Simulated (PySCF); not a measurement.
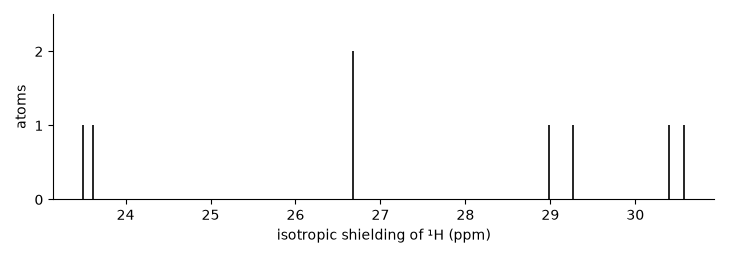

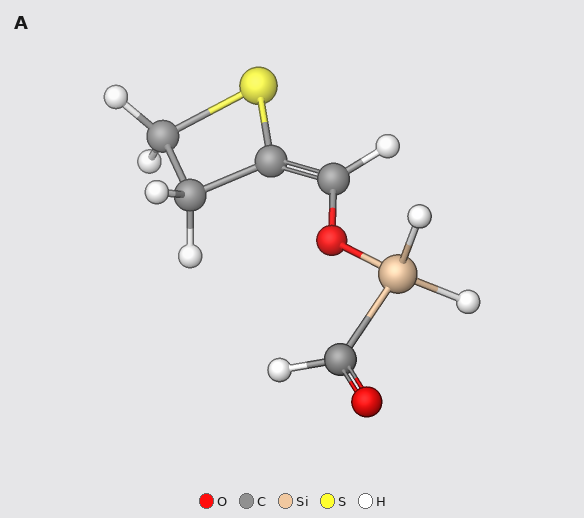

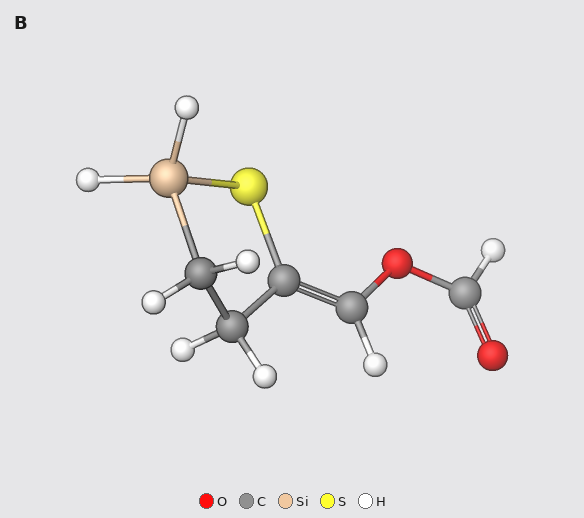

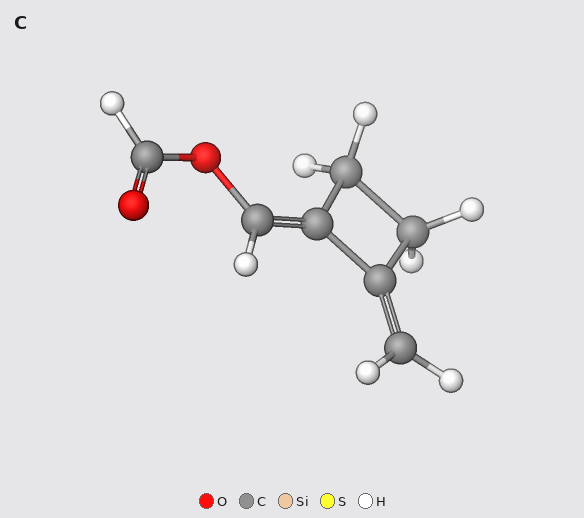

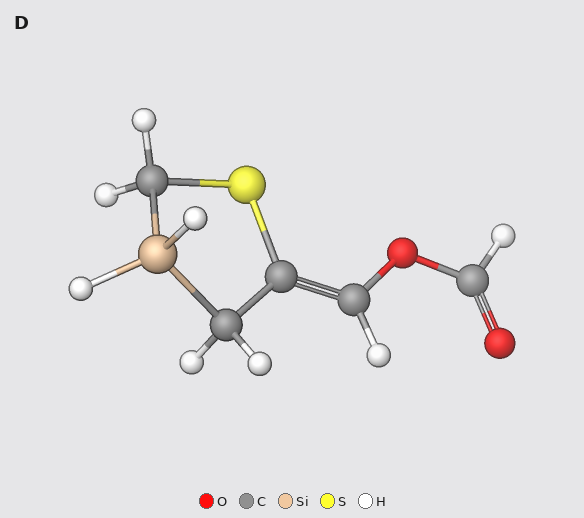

The sticks are computed shieldings of one of the molecules, for one fixed geometry (GFN2-xTB) without averaging over rotations. Low shielding means a high chemical shift. Method: GIAO PBE0/pcSseg-1 NMR shielding, non-relativistic, gas phase (PySCF 2.14.0).

Which molecule gives this pattern?

B, `O=CO/C=C1/CC[SiH2]S1`. Its 8 H atoms give lines at 23.50, 23.62, 26.68 (2 atoms), 28.98, 29.27, 30.39, 30.57 ppm.

The geometry is semi-empirical. Around Si such bond lengths and angles can be off by a tenth of an ångström or more and by several degrees, and values that hang on the shape move with them.
